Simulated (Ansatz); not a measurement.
**CH8Si2 (SMILES [SiH3]C[SiH3]) at HF/Sapporo-DZP (start density atoms)**

Aim: the vertical ionisation energy of CH8Si2 at HF/Sapporo-DZP (start density atoms), from 2 runs. 

Program for the calculation: Ansatz 0.2.0.

8 further runs of the same task are left out: 1 that didn't finish, 7 set aside as unsound or not needed. Runs told in other sessions of the task aren't counted.

## 1. The system as given

CH8Si2: 11 atoms, total charge 0, spin state singlet. As SMILES, `[SiH3]C[SiH3]`. Geometry: relaxed at PBE0-D4/def2-TZVP.

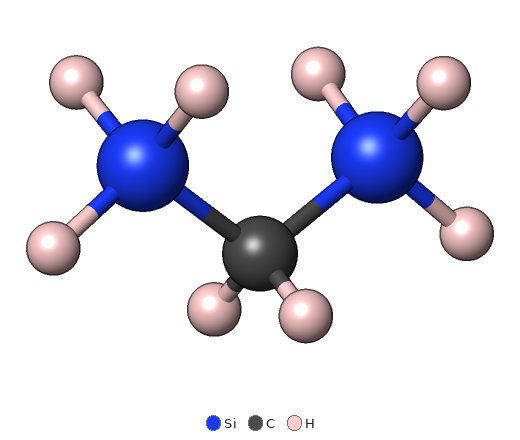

Viewed from a chosen angle; silicon blue, carbon dark grey, hydrogen pink.

## 2. Energy and gradient at HF/Sapporo-DZP (start density atoms)

Input file input.yaml:

```yaml
basis:
  gaussian: {orbitals: Sapporo-DZP.json}
crystal:
  periodic: [false, false, false]
  atoms:
    - symbol: Si
      position_ang: [-1.158980, 1.034720, -0.344660]
    - symbol: C
      position_ang: [-0.286340, -0.621440, -0.365590]
    - symbol: Si
      position_ang: [1.335180, -0.652340, 0.569590]
    - symbol: H
      position_ang: [-2.435800, 0.976800, -1.106490]
    - symbol: H
      position_ang: [-0.293510, 2.078920, -0.955560]
    - symbol: H
      position_ang: [-1.463790, 1.436810, 1.054620]
    - symbol: H
      position_ang: [-0.954100, -1.377620, 0.060730]
    - symbol: H
      position_ang: [-0.099440, -0.908830, -1.405770]
    - symbol: H
      position_ang: [1.110650, -0.304370, 1.998260]
    - symbol: H
      position_ang: [2.282060, 0.336720, -0.011600]
    - symbol: H
      position_ang: [1.964060, -1.999380, 0.506460]
output: {forces: true, orbitals: {seedname: orbitals}}
hamiltonian: {xc: hf, pseudopotentials: {relativity: none}}
scf: {lower_state_search: off}
```

The basis set Sapporo-DZP is read from a file made from the Basis Set Exchange's data (not shown).

Run with:

```
$ ansatz run input.yaml --threads 1 --pin off --max-ram 3480MiB --events-out events.jsonl --progress --plain --runs-dir runs
```

The program printed:

```text
Warning: RAYON_NUM_THREADS=1 ignored (pool sized by the plan → 1); use --threads N
Functional definition: HF
  name "HF"
  exchange = exact_x
  correlation = 0
these checks for a lower state are left out or cut short: stability, starts, cluster_reference, orbital_swaps, neighbouring_geometries, increment
942 factors; integrals over basis functions are off by at most 8.9e-4 eV
mean field evaluation 1: about -16878.4539 eV, gradient 2.3e1 eV
mean field evaluation 2: about -16878.4568 eV, gradient 2.3e1 eV
mean field evaluation 4: about -16880.4050 eV, gradient 2.9e0 eV
mean field evaluation 8: about -16880.4400 eV, gradient 3.5e-4 eV
mean field -16880.43995232 eV, -620.3447262745 hartree, gradient 2.2e-6 eV, S^2 0.000000; 0 other end points of the search recorded, 0 dependent functions left out
the calculation of the forces begins
reference -16880.43995232 eV, -620.3447262745 hartree; 21, 21 occupied and 69, 69 virtual orbitals, 942 factors
Total energy: -16880.43995232 eV, -620.3447262745 hartree
Atom 0 at    -1.158980     1.034720    -0.344660 Å, force    -0.199675     0.235899    -0.041018 eV/Å
Atom 1 at    -0.286340    -0.621440    -0.365590 Å, force    -0.076288    -0.166342    -0.098290 eV/Å
Atom 2 at     1.335180    -0.652340     0.569590 Å, force     0.270364    -0.081966     0.131332 eV/Å
Atom 3 at    -2.435800     0.976800    -1.106490 Å, force     0.028227    -0.012818     0.012261 eV/Å
Atom 4 at    -0.293510     2.078920    -0.955560 Å, force    -0.017224    -0.018027     0.005863 eV/Å
Atom 5 at    -1.463790     1.436810     1.054620 Å, force     0.000113    -0.008321    -0.024130 eV/Å
Atom 6 at    -0.954100    -1.377620     0.060730 Å, force     0.041973     0.045721    -0.030116 eV/Å
Atom 7 at    -0.099440    -0.908830    -1.405770 Å, force    -0.014150     0.015125     0.066505 eV/Å
Atom 8 at     1.110650    -0.304370     1.998260 Å, force     0.004030    -0.011007    -0.022853 eV/Å
Atom 9 at     2.282060     0.336720    -0.011600 Å, force    -0.013645    -0.020540     0.007243 eV/Å
Atom 10 at     1.964060    -1.999380     0.506460 Å, force    -0.023725     0.022276    -0.006798 eV/Å
Dipole moment:    -0.064015    -0.138949    -0.081726 e Å
Checks for a lower state left out: stability, starts, cluster_reference, orbital_swaps, neighbouring_geometries, increment
```

Wall time 2.5 s (1 thread of Arm Neoverse V1, shared host).

## 3. The doublet cation at the same level

input.yaml, as its differences from that of step 2:

```diff
@@ -27,4 +27,6 @@
       position_ang: [1.964060, -1.999380, 0.506460]
-output: {forces: true, orbitals: {seedname: orbitals}}
+total_charge: 1
 hamiltonian: {xc: hf, pseudopotentials: {relativity: none}}
 scf: {lower_state_search: off}
+output: {forces: true, orbitals: {seedname: orbitals}}
+magnetization: {spin_polarized: true, initial_magnetization: 1}
```

The basis set Sapporo-DZP is read from a file made from the Basis Set Exchange's data (not shown).

Run with:

```
$ ansatz run input.yaml --threads 1 --pin off --max-ram 3480MiB --events-out events.jsonl --progress --plain --runs-dir runs
```

The program printed:

```text
Warning: RAYON_NUM_THREADS=1 ignored (pool sized by the plan → 1); use --threads N
Functional definition: HF
  name "HF"
  exchange = exact_x
  correlation = 0
these checks for a lower state are left out or cut short: stability, starts, cluster_reference, orbital_swaps, neighbouring_geometries, increment
942 factors; integrals over basis functions are off by at most 8.9e-4 eV
mean field evaluation 1: about -16865.1336 eV, gradient 2.4e1 eV
mean field evaluation 2: about -16865.1363 eV, gradient 2.4e1 eV
mean field evaluation 4: about -16869.4079 eV, gradient 3.1e0 eV
mean field evaluation 8: about -16870.1769 eV, gradient 5.0e-1 eV
mean field -16870.19409267 eV, -619.9681978774 hartree, gradient 3.0e-6 eV, S^2 0.771118; 0 other end points of the search recorded, 0 dependent functions left out
the calculation of the forces begins
reference -16870.19409267 eV, -619.9681978774 hartree; 21, 20 occupied and 69, 70 virtual orbitals, 942 factors
Total energy: -16870.19409267 eV, -619.9681978774 hartree
Atom 0 at    -1.158980     1.034720    -0.344660 Å, force    -0.663955     4.505358     1.053184 eV/Å
Atom 1 at    -0.286340    -0.621440    -0.365590 Å, force    -1.701137    -3.692043    -2.172305 eV/Å
Atom 2 at     1.335180    -0.652340     0.569590 Å, force     3.513958     1.679550     2.584569 eV/Å
Atom 3 at    -2.435800     0.976800    -1.106490 Å, force     0.240241    -1.033849    -0.190402 eV/Å
Atom 4 at    -0.293510     2.078920    -0.955560 Å, force     0.113098    -0.505918     0.017736 eV/Å
Atom 5 at    -1.463790     1.436810     1.054620 Å, force     0.204517    -0.455271    -0.139852 eV/Å
Atom 6 at    -0.954100    -1.377620     0.060730 Å, force     0.050502     0.017891    -0.104643 eV/Å
Atom 7 at    -0.099440    -0.908830    -1.405770 Å, force    -0.062652    -0.044012     0.089916 eV/Å
Atom 8 at     1.110650    -0.304370     1.998260 Å, force    -0.374913    -0.063393    -0.352396 eV/Å
Atom 9 at     2.282060     0.336720    -0.011600 Å, force    -0.467187    -0.113515    -0.194905 eV/Å
Atom 10 at     1.964060    -1.999380     0.506460 Å, force    -0.852471    -0.294799    -0.590903 eV/Å
Dipole moment:    -0.155413    -0.337301    -0.198380 e Å
Checks for a lower state left out: stability, starts, cluster_reference, orbital_swaps, neighbouring_geometries, increment
```

It took 3.3 s on 1 thread of Arm Neoverse V1, shared host.

## 4. Results

Level: HF/Sapporo-DZP (start density atoms).

| quantity | value |
| --- | --- |
| singlet CH8Si2: total energy | -620.34473 Eh |
| singlet CH8Si2: dipole moment | 0.83 D |
| singlet CH8Si2: HOMO energy | -11.77 eV |
| singlet CH8Si2: LUMO energy | 3.21 eV |
| singlet CH8Si2: HOMO–LUMO gap | 14.98 eV |
| singlet CH8Si2: largest force on an atom | 0.312 eV/Å |
| doublet cation: total energy | -619.96820 Eh |
| doublet cation: HOMO energy (highest over α and β) | -17.93 eV |
| doublet cation: LUMO energy (lowest over α and β) | -8.73 eV |
| doublet cation: ⟨S²⟩ | 0.771 |
| doublet cation: largest force on an atom | 4.674 eV/Å |
| vertical ionisation energy (to the doublet cation) | 10.246 eV |

The vertical ionisation energy comes to 10.25 eV (236 kcal/mol). The largest force (singlet CH8Si2) is 0.31 eV/Å: the shape isn't a stationary point for this species at this level. −ε(HOMO) before ionisation, 11.77 eV, is 1.53 eV above this ionisation energy. Mulliken charges (doublet cation) run from -0.10 on C2 to +0.19 on Si3; they depend strongly on the basis.
